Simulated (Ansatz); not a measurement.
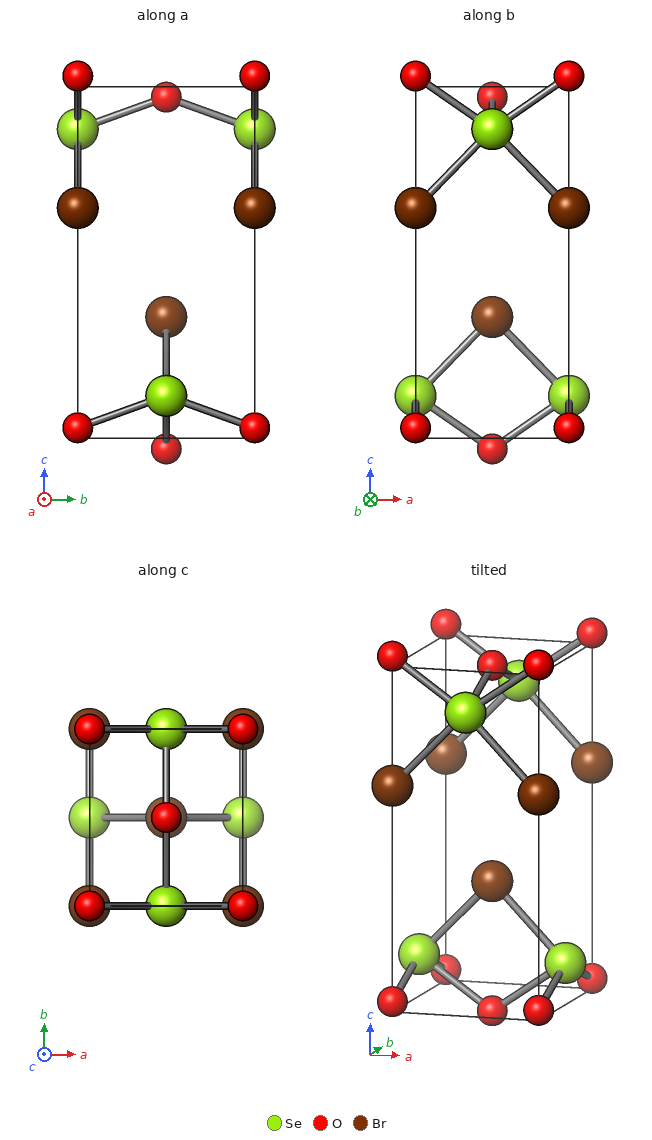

The crystal in a ball-and-stick representation, seen along the a axis, along the b axis, along the c axis and slightly off an axis. The lines enclose the conventional unit cell; boundary atoms appear with their images.

Lattice parameters: a = 3.2936 Å, b = 3.8003 Å, c = 7.5539 Å, α = 90.000°, β = 90.000°, γ = 90.000°.

> From the views, write a CIF in P1 with every atom of the cell, with free fractional coordinates to two decimals.

```cif
data_structure
_symmetry_space_group_name_H-M 'P 1'
_symmetry_Int_Tables_number 1
_cell_length_a 3.2936
_cell_length_b 3.8003
_cell_length_c 7.5539
_cell_angle_alpha 90.000
_cell_angle_beta 90.000
_cell_angle_gamma 90.000
_cell_volume 94.55
loop_
_atom_site_label
_atom_site_type_symbol
_atom_site_fract_x
_atom_site_fract_y
_atom_site_fract_z
_atom_site_occupancy
Se1 Se 0.00 0.50 0.12 1
Se2 Se 0.50 0.00 0.88 1
O1 O 0.50 0.50 0.97 1
O2 O 0.00 0.00 0.03 1
Br1 Br 0.50 0.50 0.34 1
Br2 Br 0.00 0.00 0.66 1
```

The structure is a generated cell, made by putting these elements into a known structure type (the compound may or may not exist in this form); no relaxation was done. It went into a calculation with Ansatz.

At this level of theory the cell isn't at rest (compressed, at 46 GPa and forces up to 4.3 eV/Å), so its distances can differ from those at equilibrium, the more so the softer the solid.
